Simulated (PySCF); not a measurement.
# CH₃F₃Ge: geometry relaxation

The run: geometry relaxation of CH₃F₃Ge (trifluoromethylgermane), SMILES F[C](F)(F)[GeH3]. Method and program: PBE0-D3(BJ)/def2-SVP geometry optimisation, gas phase (PySCF 2.14.0).

It belongs to a series of runs on one base structure; here: H on Ge replaced by CF3.

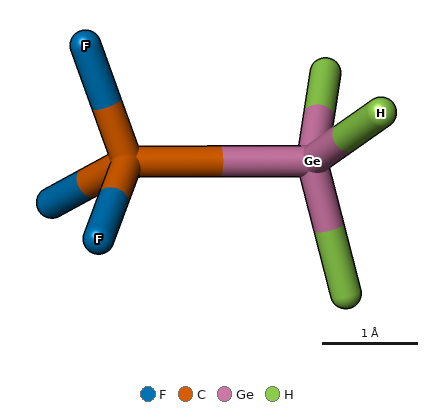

Fig. 1: The structure as given in the input (stick view, seen at a tilt). Sticks mark near contacts. Bond lengths as drawn: C–F 1.34 to 1.35 Å, C–Ge 1.99 Å and Ge–H 1.48 to 1.49 Å.

**Input**
```
{"job": {"xc": "PBE0", "basis": "def2-SVP", "d3": "d3bj", "grid": 1, "shake": 0.01, "kind": "geom"}, "charge": 0, "multiplicity": 1}
F      1.605040    -0.232750    -1.088060
C      0.958180    -0.055660     0.088170
F      1.462770     1.051800     0.644870
F      1.374710    -1.084450     0.857250
Ge    -1.023020     0.051540    -0.114460
H     -1.312130     1.237550    -0.973290
H     -1.451440    -1.220220    -0.728140
H     -1.558980     0.233040     1.261200
```

The first line tells a small driver script what to run in PySCF; the rest is the geometry in Å.

Hardware: 1 CPU thread, shared host.

Launch command:
```bash
OMP_NUM_THREADS=1 python <driver script> task.json out
```

**The program's output**
```
step   0  E = -2415.32051095  max force = 0.023319
step   1  E = -2415.32274911  max force = 0.014840
step   2  E = -2415.32362393  max force = 0.004213
step   3  E = -2415.32396728  max force = 0.003387
step   4  E = -2415.32404943  max force = 0.001739
step   5  E = -2415.32405788  max force = 0.000378
optimisation converged
```

**Trajectory as extended XYZ (Å, eV, eV/Å), 6 frames, from step=0 to step=5**
```
8
Properties=species:S:1:pos:R:3:forces:R:3 step=0 energy=-65724.21879
F     1.6050   -0.2328   -1.0881   -0.5083   0.2763   0.1451
C     0.9582   -0.0557    0.0882    1.1991  -0.5060  -0.1465
F     1.4628    1.0518    0.6449   -0.1701   0.1464  -0.0349
F     1.3747   -1.0844    0.8572   -0.5407   0.1673   0.0230
Ge   -1.0230    0.0515   -0.1145    0.9306   0.1835   0.1617
H    -1.3121    1.2375   -0.9733   -0.1504   0.5793  -0.4617
H    -1.4514   -1.2202   -0.7281   -0.3896  -0.9345  -0.4755
H    -1.5590    0.2330    1.2612   -0.3705   0.0877   0.7887
8
Properties=species:S:1:pos:R:3:forces:R:3 step=1 energy=-65724.27969
F     1.3354   -0.1757   -1.2992    0.3657  -0.1089  -0.1326
C     1.0031   -0.1064   -0.0032   -0.7631   0.0785  -0.1353
F     1.7031    0.8866    0.5395    0.0975   0.0455   0.1263
F     1.3688   -1.2496    0.5817    0.2054  -0.0238   0.0448
Ge   -0.9886    0.1297    0.0472   -0.0498  -0.0514   0.0184
H    -1.3249    1.3628   -0.8163    0.0351  -0.1173   0.1115
H    -1.5296   -1.1654   -0.6024    0.0072   0.2053   0.1126
H    -1.5045    0.2966    1.4918    0.1021  -0.0279  -0.1457
8
Properties=species:S:1:pos:R:3:forces:R:3 step=2 energy=-65724.30349
F     1.3893   -0.1883   -1.2951    0.0128   0.0023   0.0141
C     0.9907   -0.1084   -0.0140    0.0393  -0.0819  -0.1887
F     1.6765    0.8872    0.5477   -0.0681   0.2166   0.0855
F     1.3780   -1.2369    0.5893   -0.0602  -0.1352   0.0747
Ge   -0.9951    0.1249    0.0361    0.0386  -0.0278  -0.0196
H    -1.3319    1.3590   -0.8080    0.0084   0.0127   0.0104
H    -1.5668   -1.1493   -0.5983   -0.0286   0.0201   0.0112
H    -1.4779    0.2903    1.4814    0.0577  -0.0068   0.0124
8
Properties=species:S:1:pos:R:3:forces:R:3 step=3 energy=-65724.31284
F     1.4273   -0.1938   -1.2892   -0.0394   0.0249   0.1741
C     0.9858   -0.1119   -0.0210    0.1428  -0.0949  -0.1554
F     1.6311    0.9055    0.5594   -0.0354   0.0288  -0.0072
F     1.3680   -1.2341    0.6048   -0.0285   0.0295  -0.0060
Ge   -0.9927    0.1165    0.0202    0.0033   0.0068  -0.0163
H    -1.3266    1.3588   -0.8069   -0.0103   0.0546  -0.0252
H    -1.5951   -1.1428   -0.6027   -0.0388  -0.0557  -0.0345
H    -1.4349    0.2802    1.4745    0.0063   0.0059   0.0703
8
Properties=species:S:1:pos:R:3:forces:R:3 step=4 energy=-65724.31507
F     1.4516   -0.1962   -1.2793   -0.0416   0.0038   0.0745
C     0.9858   -0.1153   -0.0236    0.0894  -0.0504  -0.0771
F     1.6092    0.9129    0.5641   -0.0067   0.0081   0.0113
F     1.3661   -1.2311    0.6147   -0.0184   0.0316  -0.0060
Ge   -0.9942    0.1121    0.0097   -0.0111   0.0071   0.0004
H    -1.3261    1.3643   -0.8086   -0.0017   0.0098  -0.0011
H    -1.6152   -1.1424   -0.6119   -0.0060  -0.0106  -0.0139
H    -1.4143    0.2743    1.4741   -0.0041   0.0005   0.0118
8
Properties=species:S:1:pos:R:3:forces:R:3 step=5 energy=-65724.31530
F     1.4546   -0.1985   -1.2766   -0.0064   0.0013   0.0194
C     0.9871   -0.1168   -0.0237    0.0021  -0.0164  -0.0194
F     1.6070    0.9130    0.5658    0.0066   0.0067   0.0012
F     1.3650   -1.2307    0.6177   -0.0015   0.0044   0.0001
Ge   -0.9945    0.1123    0.0076    0.0005   0.0011   0.0045
H    -1.3249    1.3674   -0.8078    0.0003   0.0019   0.0026
H    -1.6180   -1.1406   -0.6174    0.0016   0.0035  -0.0054
H    -1.4136    0.2725    1.4734   -0.0033  -0.0025  -0.0031
```

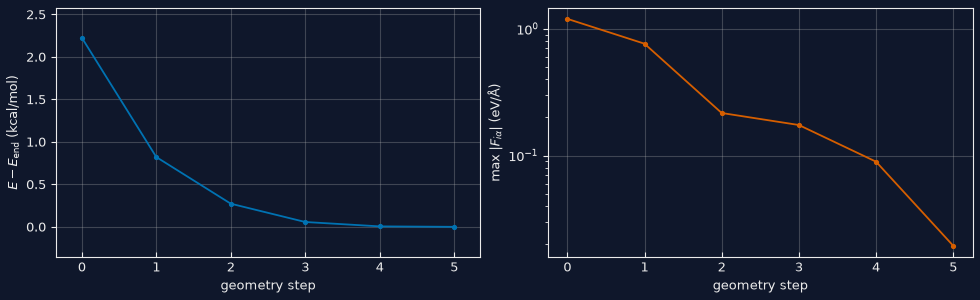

Fig. 2: Progress of the relaxation, step by step (steps are counted from 0).

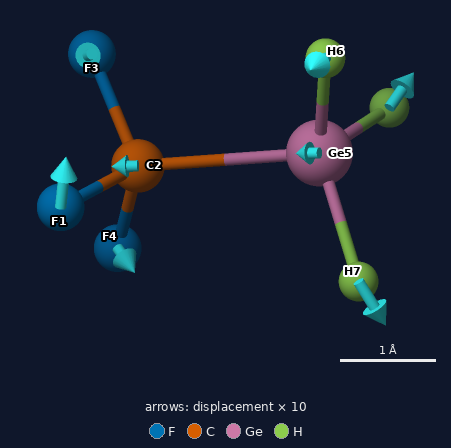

Fig. 3: The starting structure with the displacements as teal arrows, magnified 10 times (ball-and-stick view, seen at a tilt). The two geometries are laid on each other by the best rigid fit. The atom that moves furthest after the best rigid fit is F1 (0.059 Å). Largest moves by element: F 0.059 Å, H 0.058 Å, C 0.029 Å, Ge 0.029 Å. Among the contacts that change: Ge5–H7 1.476 → 1.533 Å, Ge5–H6 1.493 → 1.533 Å, C2–F4 1.350 → 1.340 Å. Among the angles that change: F1–C2–F4 104.3° → 107.4°, F4–C2–Ge5 113.9° → 111.6°. After 5 geometry steps the energy has fallen by 2.23 kcal/mol. The largest force component goes from 1.2 to 0.019 eV/Å. (Atoms are counted from 1 in the order of the input.)

**Key numbers**

```json
{"quantity": "outcome", "value": "converged"}
{"quantity": "total energy", "value": "−2415.324058 hartree"}
{"quantity": "dipole moment", "value": "1.94 D"}
{"quantity": "point group", "value": "C3"}
{"quantity": "wall time", "value": "22 s"}
{"quantity": "peak memory", "value": "0.42 GiB"}
```
